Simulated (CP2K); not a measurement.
**CH7B2P (SMILES BPBC) at PM3**

What is the energy difference between two shapes of CH7B2P at PM3? 

The calculation is run with CP2K 2026.2.

3 further runs of the same task are left out: 3 set aside as unsound or not needed.

**1. Starting point**

CH7B2P: 11 atoms, total charge 0, spin state singlet. SMILES: `BPBC`. The shape is that of a GFN2-xTB optimisation. This is one conformer, not always the lowest.

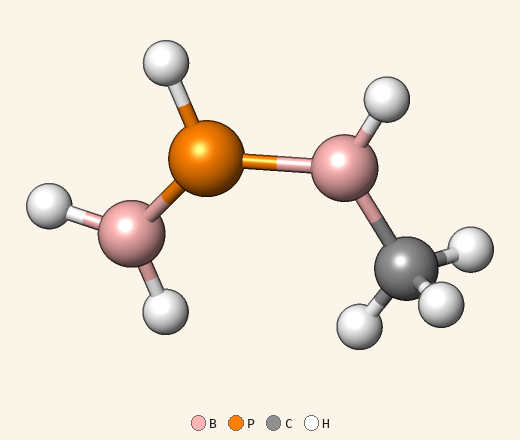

Viewed from a chosen angle; boron pink, phosphorus orange, carbon grey, hydrogen white.

**2. Energy and forces at PM3**

run.inp

```
&force_eval
 method Quickstep
 &dft
  charge 0
  multiplicity 1
  &qs
   method PM3
   eps_default 1.0E-10
   &se
    &coulomb
     cutoff [angstrom] 50
     rc_range [angstrom] 0
    &end coulomb
    &exchange
     cutoff [angstrom] 50
     rc_range [angstrom] 0
    &end exchange
   &end se
  &end qs
  &poisson
   periodic NONE
   poisson_solver ANALYTIC
  &end poisson
  &scf
   scf_guess ATOMIC
   eps_scf 1.0E-06
   max_scf 100
   &diagonalization
    algorithm STANDARD
   &end diagonalization
   &mixing
    method DIRECT_P_MIXING
    alpha 0.4
   &end mixing
  &end scf
  &print
   &moments
    periodic F
    reference COM
    max_moment 1
   &end moments
   &mo ON
    energies T
    occupation_numbers T
    ndigits 6
    &each
     qs_scf 0
    &end each
    add_last NUMERIC
   &end mo
   &hirshfeld OFF
   &end hirshfeld
  &end print
 &end dft
 &subsys
  &cell
   abc [angstrom] 16.3 17.1 14.8
   periodic NONE
  &end cell
  &coord
   B      6.761330    10.105390     6.788555
   P      8.494650     9.644220     6.775415
   B      9.206200     8.009390     7.110845
   C      8.370400     6.915910     7.883715
   H      6.406830    11.098020     6.282125
   H      5.996240     9.408650     7.336185
   H      9.299490    10.439480     5.993235
   H     10.303760     7.780090     6.768825
   H      7.363060     7.233400     8.145255
   H      8.285140     6.001980     7.296035
   H      8.873260     6.626970     8.806765
  &end coord
 &end subsys
 &print
  &forces ON
  &end forces
 &end print
&end force_eval
&global
 project run
 run_type ENERGY_FORCE
 print_level MEDIUM
&end global
```

On the command line:

```console
$ OMP_NUM_THREADS=1 cp2k.psmp run.inp > run.out
```

The log of the run:

```text
CP2K| version string:                                       CP2K version 2026.2
[...]
 GLOBAL| Method name                                                        CP2K
[...]
 GLOBAL| Run type                                                   ENERGY_FORCE
[...]
                             - Atoms:                                         11
[...]
                             - Spherical basis functions:                     23
[...]
 Number of electrons:                                                         22
[...]
     1 P_Mix/Diag. 0.40E+00    0.0     0.79958279       -11.5925966899 -1.16E+01
[...]
    20 DIIS/Diag.  0.18E-06    0.0     0.00000053       -17.0121410153 -4.97E-12
  *** SCF run converged in    20 steps ***
  Core-core repulsion energy [eV]:                           1092.52001590085524
  Core Hamiltonian energy [eV]:                              -657.22234793506641
  Two-electron integral energy [eV]:                        -1796.44313470805764
  Electronic energy [eV]:                                   -1555.44391528909523
  Total energy [eV]:                                         -462.92389938823993
  Atomic reference energy [eV]:                               463.19403190269310
  Heat of formation [kcal/mol]:                                 6.22940426405302
[...]
 SE_DIPOLE| Moment [Debye]          0.57280323       0.79512886       0.39401602
 SE_DIPOLE| Derivative [a.u.]       0.00000000       0.00000000       0.00000000
 ENERGY| Total FORCE_EVAL ( QS ) energy [hartree]            -17.012141015265829
 FORCES| Atomic forces [hartree/bohr]
 FORCES|   Atom     x               y               z               |f|
 FORCES|      1  2.11728850E-02 -7.19162990E-03 -2.23610387E-05   2.23609280E-02
 FORCES|      2 -3.52868043E-04 -3.83433977E-03 -1.49115426E-03   4.12919101E-03
 FORCES|      3 -2.58694708E-02  3.70057020E-03  8.56894852E-03   2.75018293E-02
 FORCES|      4  9.38366512E-03  5.46558690E-03 -6.12976855E-03   1.24699589E-02
 FORCES|      5 -2.53561709E-03  4.46570973E-03 -1.82478787E-03   5.44993286E-03
 FORCES|      6 -3.97768314E-03 -2.65014162E-03  1.91485637E-03   5.14896967E-03
 FORCES|      7 -5.93410843E-03 -5.78690539E-03  4.45865556E-03   9.41177594E-03
 FORCES|      8  7.29027405E-03 -1.00408128E-03 -2.20313803E-03   7.68180266E-03
 FORCES|      9 -3.24529182E-03  5.07036717E-03 -9.17931439E-04   6.08959279E-03
 FORCES|     10  5.10992698E-04 -7.69443088E-04 -5.07883530E-03   5.16214337E-03
 FORCES|     11  3.55722241E-03  2.53430706E-03  2.72551604E-03   5.14829887E-03
 FORCES| Sum     6.93889390E-18  1.40512602E-16 -2.35922393E-16
 FORCES| Total atomic force                                       2.74684027E-16
[...]
```

Wall time 0.3 s (1 thread of Arm Neoverse V1, shared host).

**3. The distorted shape, same level**

molecule.inp

```
&GLOBAL
   PROJECT molecule
   RUN_TYPE ENERGY_FORCE
   PRINT_LEVEL MEDIUM
&END GLOBAL

&FORCE_EVAL
   METHOD QS
   &DFT
      &QS
         METHOD PM3
         EPS_DEFAULT 1.0E-10
         &SE
            &COULOMB
               CUTOFF [angstrom] 50
               RC_RANGE [angstrom] 0
            &END COULOMB
            &EXCHANGE
               CUTOFF [angstrom] 50
               RC_RANGE [angstrom] 0
            &END EXCHANGE
         &END SE
      &END QS
      &POISSON
         PERIODIC NONE
         POISSON_SOLVER ANALYTIC
      &END POISSON
      &SCF
         SCF_GUESS ATOMIC
         EPS_SCF 1.0E-06
         MAX_SCF 100
         &DIAGONALIZATION
            ALGORITHM STANDARD
         &END DIAGONALIZATION
         &MIXING
            METHOD DIRECT_P_MIXING
            ALPHA 0.4
         &END MIXING
      &END SCF
      &PRINT
         &MOMENTS
            PERIODIC F
            REFERENCE COM
            MAX_MOMENT 1
         &END MOMENTS
         &MO ON
            ENERGIES T
            OCCUPATION_NUMBERS T
            NDIGITS 6
            &EACH
               QS_SCF 0
            &END EACH
            ADD_LAST NUMERIC
         &END MO
         &HIRSHFELD OFF
         &END HIRSHFELD
      &END PRINT
   &END DFT
   &SUBSYS
      &CELL
         ABC 16.4 17.1 14.9
         PERIODIC NONE
      &END CELL
      &COORD
         B      6.684706    10.115636     6.846512
         P      8.605113     9.648893     6.745695
         B      9.296278     7.943422     7.029650
         C      8.330150     6.832299     7.775970
         H      6.531348    11.117351     6.262051
         H      6.019084     9.440622     7.460841
         H      9.448711    10.495171     5.984444
         H     10.380916     7.879616     6.903187
         H      7.333513     7.234099     8.176313
         H      8.321603     5.982649     7.307656
         H      8.918398     6.645396     8.915556
      &END COORD
   &END SUBSYS
   &PRINT
      &FORCES ON
      &END FORCES
   &END PRINT
&END FORCE_EVAL
```

On the command line:

```console
$ OMP_NUM_THREADS=1 cp2k.psmp -i molecule.inp > molecule.out 2>&1
```

The log of the run:

```text
CP2K| version string:                                       CP2K version 2026.2
[...]
 GLOBAL| Method name                                                        CP2K
[...]
 GLOBAL| Run type                                                   ENERGY_FORCE
[...]
                             - Atoms:                                         11
[...]
                             - Spherical basis functions:                     23
[...]
 Number of electrons:                                                         22
[...]
     1 P_Mix/Diag. 0.40E+00    0.0     0.78261682       -11.6548066207 -1.17E+01
[...]
    20 DIIS/Diag.  0.23E-06    0.0     0.00000048       -16.9526123980 -2.57E-12
  *** SCF run converged in    20 steps ***
  Core-core repulsion energy [eV]:                           1071.20475299609757
  Core Hamiltonian energy [eV]:                              -655.25592019696387
  Two-electron integral energy [eV]:                        -1754.50575226369665
  Electronic energy [eV]:                                   -1532.50879632881220
  Total energy [eV]:                                         -461.30404333271457
  Atomic reference energy [eV]:                               463.19403190269310
  Heat of formation [kcal/mol]:                                43.58417527289909
[...]
 SE_DIPOLE| Moment [Debye]          1.50597905       0.66297149       0.64850475
 SE_DIPOLE| Derivative [a.u.]       0.00000000       0.00000000       0.00000000
 ENERGY| Total FORCE_EVAL ( QS ) energy [hartree]            -16.952612397975777
 FORCES| Atomic forces [hartree/bohr]
 FORCES|   Atom     x               y               z               |f|
 FORCES|      1  6.89931006E-02  5.03725038E-03 -1.89690137E-02   7.17303653E-02
 FORCES|      2 -2.02259431E-02 -5.13388425E-03  4.66541186E-04   2.08725466E-02
 FORCES|      3 -1.01216902E-01  6.78151894E-03  2.93584549E-02   1.05606672E-01
 FORCES|      4  4.45131918E-02  1.14535176E-01  1.14014367E-01   1.67627583E-01
 FORCES|      5 -8.10952302E-03  5.34319946E-03 -1.49959104E-03   9.82664324E-03
 FORCES|      6 -2.07769222E-02 -1.75130055E-02  1.53302063E-02   3.11993764E-02
 FORCES|      7 -1.19567374E-02 -9.86973742E-03  6.97929433E-03   1.70025244E-02
 FORCES|      8  6.18989089E-02 -1.05647426E-02 -1.03856880E-02   6.36470834E-02
 FORCES|      9  2.52454488E-02 -1.12651391E-02 -2.18273797E-02   3.52231536E-02
 FORCES|     10 -7.46540221E-03 -8.49731459E-02 -4.75465714E-02   9.76567673E-02
 FORCES|     11 -3.08992200E-02  7.62251015E-03 -6.59206202E-02   7.32010425E-02
 FORCES| Sum    -2.42861287E-16  1.80411242E-16 -2.22044605E-16
 FORCES| Total atomic force                                       3.75278066E-16
[...]
```

Wall time 0.28 s (1 thread of Arm Neoverse V1, shared host).

**4. Summary of results**

At PM3:

```
                                                  quantity          value
                                 first shape: total energy   -17.01214 Eh
                                first shape: dipole moment         1.06 D
                                  first shape: HOMO energy       -8.51 eV
    first shape: heat of formation at this unrelaxed shape   6.2 kcal/mol
                     first shape: largest force on an atom     1.414 eV/Å
                             distorted shape: total energy   -16.95261 Eh
                            distorted shape: dipole moment         1.77 D
                              distorted shape: HOMO energy       -8.29 eV
distorted shape: heat of formation at this unrelaxed shape  43.6 kcal/mol
                 distorted shape: largest force on an atom     8.620 eV/Å
                    energy change with the atoms displaced       1.620 eV
```

What this shows: With the atoms displaced the energy rises by 1.62 eV (37 kcal/mol). The first shape isn't relaxed at this level, so the change isn't measured from a minimum. The largest force (first shape) is 1.41 eV/Å: the shape isn't a stationary point for this species at this level.
